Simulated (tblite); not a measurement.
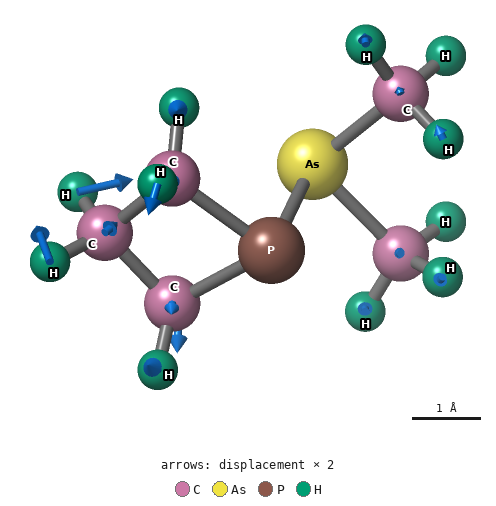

This is a relaxation of C₅H₁₂AsP. The starting structure is drawn; blue arrows show the displacements, magnified 2 times. The two geometries are superimposed by the best rigid fit.

A ball-and-stick model, seen at a tilt.

These are results of GFN2-xTB geometry optimisation, gas phase in tblite, not measurements. 

> Atoms of which element are displaced furthest, and by how much?

Hydrogen: up to 0.48 Å, against 0.16 Å for carbon.

> What did the optimiser do to the structure, and how much energy did it gain?

After 57 geometry steps the energy has fallen by 6.59 kcal/mol. The largest move after the best rigid fit is that of an H atom, 0.48 Å. By element the largest moves are H 0.48 Å, C 0.16 Å, As 0.02 Å, P 0.02 Å. Near-neighbour distances that change, for instance: C–H 1.122 → 1.090 Å, As–C 1.960 → 1.977 Å, C–C 1.518 → 1.531 Å, C–P 1.870 → 1.882 Å. Among the angles between lasting bonds that change: H–C–H 112.4° → 108.6°, P–C–C 95.5° → 91.8°, P–C–H 113.2° → 116.7°. The run took 0.37 s on 1 thread of Arm Neoverse V2, on a shared host.
